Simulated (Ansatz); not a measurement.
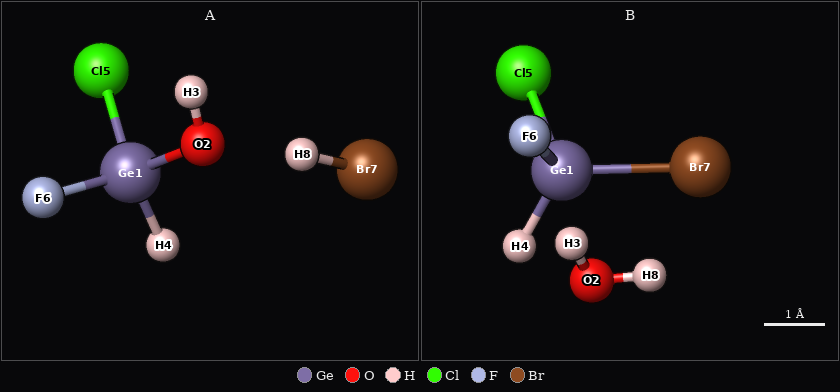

The two relaxed end points of a path for GeH3OBrClF. The picture is a ball-and-stick view, seen from a free direction.

All numbers below come from RKS PBE-D4/def2-SVP (Ansatz).

Set-up: 7 movable images; climbing image; force threshold 0.03 eV/Å; iteration limit 60.

Start:
```xyz
8

Ge   -0.1805   -0.1387   -0.1011
O    -0.1298    0.0744    1.6794
H    -1.0213    0.0994    2.0806
H     1.2207    0.1341   -0.6577
Cl   -1.7479    1.0825   -0.9253
F    -0.6491   -1.7955   -0.3977
Br    1.7993    2.6854    1.8987
H     0.9294    1.5190    2.0378
```

End:
```xyz
8

Ge   -0.1141    0.6444   -0.1931
O     0.7715   -0.3036    2.0704
H    -0.1372   -0.6260    2.2446
H     1.1014   -0.2207   -0.5495
Cl   -1.0642    1.2075   -2.0646
F    -1.4283   -0.2187    0.6130
Br    0.2707    2.6625    0.8922
H     0.8212    0.5153    2.6019
```

> Predict the minimum-energy path and its barrier.

The highest point, image 3, lies 0.34 eV above the start and 0.77 eV above the end; the end is at −0.43 eV relative to the start. Breaking: Br7–H8 (1.46 → 1.73 at the top → 2.80 Å), Ge1–O2 (1.79 → 1.91 at the top → 2.61 Å). Forming: Ge1–Br7 (3.99 → 2.93 at the top → 2.32 Å), O2–H8 (1.83 → 1.19 at the top → 0.98 Å). The band converged in 16 iterations. The largest component of the band force went from 8.2 to 0.029 eV/Å. The climbing image converged on the top of the path. Its vibrational analysis gives one imaginary mode (326i cm⁻¹), as a transition state must have.

Energies of the converged images:

```csv
image,path (Å),E (eV)
0,0.00,0.000
1,0.53,0.005
2,1.06,0.102
3,1.59,0.336
4,2.29,0.114
5,2.99,0.043
6,3.68,-0.094
7,4.38,-0.316
8,5.08,-0.431
```

The geometry at the top of the path:

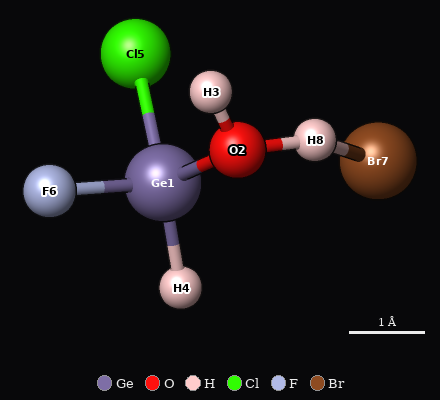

Cost: 3.5 min on 4 threads of Intel(R) Xeon(R) Platinum 8259CL CPU @ 2.50GHz (Skylake/Cascade Lake) (shared host), peak memory 0.24 GiB.
